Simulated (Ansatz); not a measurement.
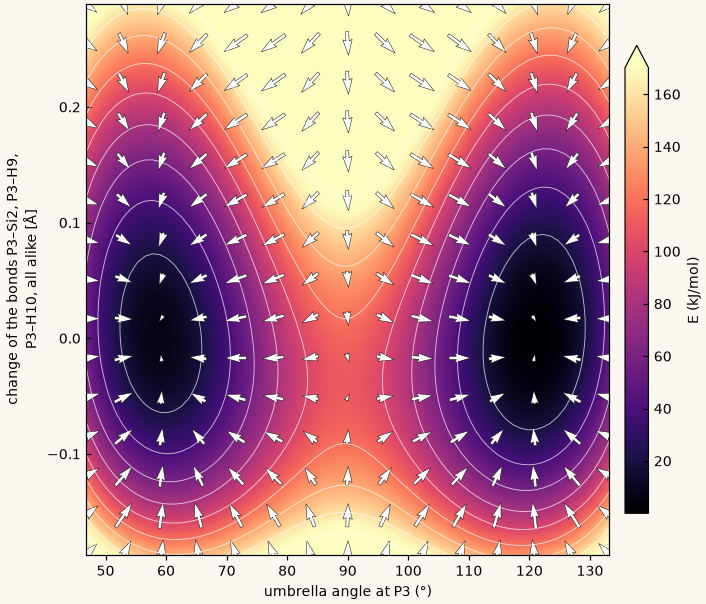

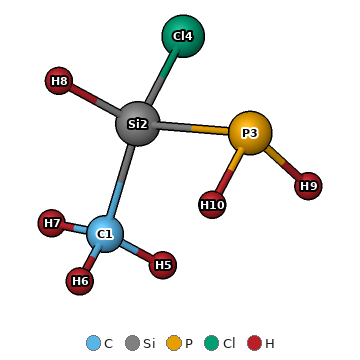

Energy landscape of CH₆ClPSi, SMILES C[SiH](P)Cl. First axis: umbrella angle at P3 (between each of its bonds and their common axis; 90 is planar). Second axis: change of the bonds P3–Si2, P3–H9, P3–H10, all alike. Nothing is relaxed (all other coordinates rigid). The scan uses a 15 × 15 grid. Points are written as (first, second). Energies: kJ/mol, counted from the relaxed molecule at the same level. The calculation used RHF/def2-SVP (Ansatz).

The picture shows a smooth colour map with a few white contour lines, arrows along the force (downhill), their lengths compressed, one colour for all values above the top of the scale. Between grid points the surface is interpolated. The second picture is the structure at the lowest point.

Q: Where are the wells?

A: The lowest grid point is at (120.8°, −0.017 Å), 0.9 kJ/mol from the relaxed molecule at the same level. There is a further well near (59.2°, 0.017 Å) (7 kJ/mol above the lowest at that grid point). The highest grid point, (90.0°, 0.289 Å), lies 335 kJ/mol above the lowest. On the interpolated surface the easiest way out of the lowest well to the well at about (59°, 0.00 Å) passes a barrier of about 110 kJ/mol. Round the minimum the two coordinates are weakly coupled (coupling −0.12 in units of the two stiffnesses).

The input of one point:

```yaml
crystal:
  periodic: [false, false, false]
  atoms:
    - { symbol: C, position_ang: [-0.927268, 0.948018, 0.235419] }
    - { symbol: Si, position_ang: [-0.113517, -0.466231, -0.686682] }
    - { symbol: P, position_ang: [1.880218, -1.124052, 0.134304] }
    - { symbol: Cl, position_ang: [-1.376331, -2.124789, -0.592856] }
    - { symbol: H, position_ang: [-1.087313, 0.690678, 1.283905] }
    - { symbol: H, position_ang: [-0.300787, 1.842169, 0.191974] }
    - { symbol: H, position_ang: [-1.895758, 1.185325, -0.210127] }
    - { symbol: H, position_ang: [0.069342, -0.12574, -2.111649] }
    - { symbol: H, position_ang: [1.483389, -1.182245, 1.471747] }
    - { symbol: H, position_ang: [2.437565, 0.157077, 0.195824] }
basis:
  gaussian: { orbitals: def2-SVP }
hamiltonian:
  xc: hf
output:
  forces: true
```

The whole map (225 points run) took 6.3 min on 1 thread of Arm Neoverse V2, on a shared host.
